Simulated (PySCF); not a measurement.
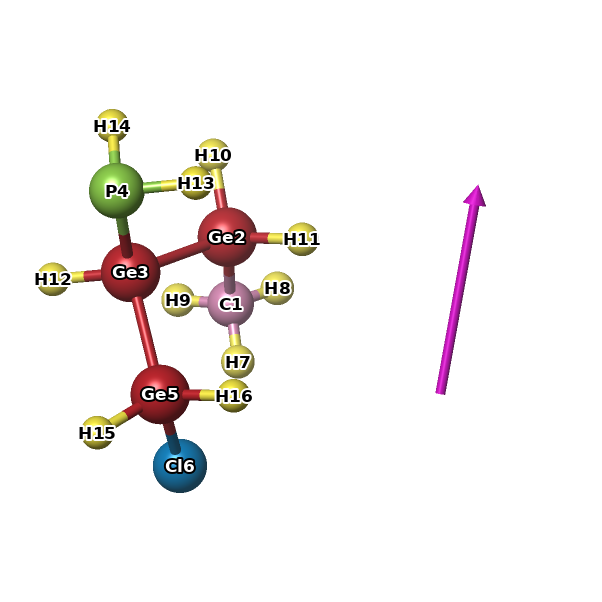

The arrow beside the molecule shows the direction of the dipole moment, from the negative to the positive end (its length means nothing). The geometry was computed by an optimisation with PBE0-D3(BJ)/def2-SVP. No frequency run is at hand to confirm it as a minimum. Properties computed with ωB97X-D/def2-SVPD in water (IEF-PCM) (PySCF 2.14.0).

Q: Estimate the dipole moment.

A: 2.36 D; it points from the side of Cl6 to the side of H14 (the outermost atoms at the two ends).
